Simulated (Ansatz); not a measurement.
# The cluster HfSe2−: structure and electronic state

What does the cluster HfSe2− look like as a doublet, and where do its frontier electrons sit?

Computed with Ansatz 0.2.0, Gaussian basis. Level: UKS PBE0-D4/def2-TZVPD.

Levels to be run: relaxation at PBE0-D4/def2-TZVPD; a search for the lowest solution at PBE0-D4/def2-SVP; a single point at PBE0-D4/def2-TZVPD.

1 further run of the same task is left out (set aside as unsound or not needed). Runs told in other sessions of the task aren't counted.

## 1. Where the work starts

3 atoms, charge -1, spin multiplicity 2.

Atoms are counted from 1 here; the program's logs count them from 0.

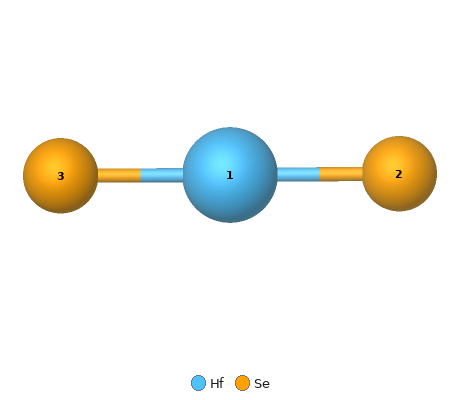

Start geometry, drawn with hafnium blue, selenium orange; atoms are numbered from 1 in the order of the file.

As a file:

```
Hf   -0.00048    0.00156   -0.00192
Se   -2.09444    0.63096    0.96657
Se    2.09492   -0.63252   -0.96465
```

Hf takes a core potential in the def2 sets. No spin-orbit coupling is included. The ion is computed in the gas phase, without counter-ions or solvent.

The start is a GFN1-xTB geometry.

## 2. Relaxation at PBE0-D4/def2-TZVPD

in.yaml reads:

```yaml
crystal:
  periodic: [false, false, false]
  atoms:
    - {symbol: Hf, position_ang: [-0.000480, 0.001560, -0.001920]}
    - {symbol: Se, position_ang: [-2.094440, 0.630960, 0.966570]}
    - {symbol: Se, position_ang: [2.094920, -0.632520, -0.964650]}
basis:
  gaussian: {orbitals: def2-TZVPD}
total_charge: -1
magnetization: {spin_polarized: true, initial_magnetization: 1}
hamiltonian: {xc: pbe0, dispersion: d4}
scf: {lower_state_search: "off"}
output: {orbitals: {seedname: orbitals}}
relax: {f_tol: 0.02, max_steps: 100}
```

The run is started by

```
$ ansatz run in.yaml --threads 4 --pin off --events-out ev --progress --plain --max-ram 3916MiB
```

The runs that follow: Searching for the lowest solution, PBE0-D4/def2-SVP; Single point, PBE0-D4/def2-TZVPD.

Before running them: what should the planned runs give, taken together? Wanted: point group; near neighbours of the metal; HOMO, LUMO at PBE0-D4/def2-TZVPD; ⟨S²⟩; charge on the metal; spin on the metal.

As calculated:

| quantity | value |
| --- | --- |
| point group | C2v |
| near neighbours of the metal | Se 2.40, Se 2.40 Å |
| HOMO, LUMO at PBE0-D4/def2-TZVPD (over both spins) | -1.35, 1.15 eV |
| ⟨S²⟩ | 0.755 |
| charge on the metal (Mulliken, PBE0-D4/def2-TZVPD) | +0.26 e |
| spin on the metal (Mulliken) | 1.13 |

What this shows: The molecule keeps its bonding pattern by the stored test; the atoms moved 0.60 Å (rms), and the angle Se2–Hf1–Se3 went from 180° to 122°. Of 1 unpaired electron, 1.13 sit on the metal by Mulliken's count, more than all: the ligands carry opposite spin. No usable vibrations, so a minimum isn't proven. The alpha HOMO lies nearest to Hf1 84 %; Se2, Se3 about 8 % each and the alpha LUMO to Hf1 93 % (shares on a coarse grid); over both spins the LUMO of beta spin, not drawn, take the frontier's place. Whether this spin is the lowest isn't tested here.
